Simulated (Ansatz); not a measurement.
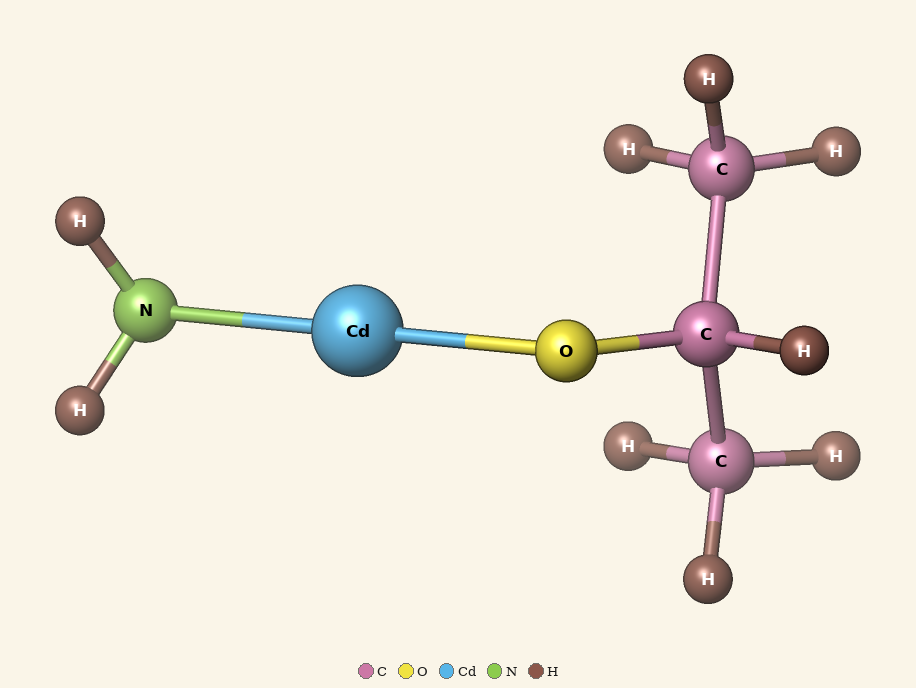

Depth is shown by fading: the farther an atom, the more it takes the colour of the background. Computed geometry: PBE0-D4/def2-TZVP optimisation.

**List the symmetry elements and name the point group.**

It has 1 mirror plane, so the point group is Cs. The group has 2 operations. The geometry is achiral, and symmetry allows a dipole moment.
